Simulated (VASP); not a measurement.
Band structure of Mg2Sn (space group Fm-3m). Computed with PBE GGA, VASP's PBE PAW potentials (set 64) (plane waves; VASP).

Unless said otherwise, spin-orbit coupling is left out, though it shifts the bands of the heavy elements here.

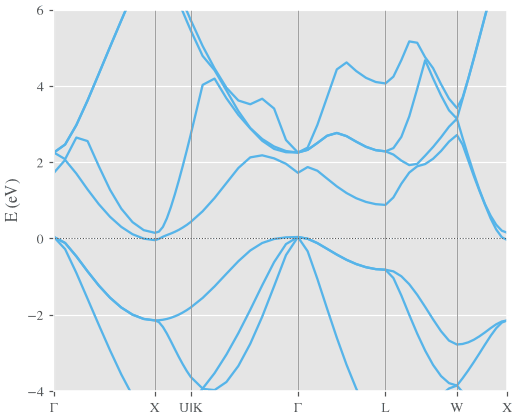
Figure: Bands along high-symmetry lines, zero at the valence-band maximum or, without a gap, the Fermi level

### Question
Read the plot: is there a gap, and where are the band edges?

### Answer
It has no gap at this level: it comes out as a metal or semimetal.

The structure comes from a computed database's Mg2Sn entry; how it stands against other phases isn't given here. The cell was not relaxed at this level.
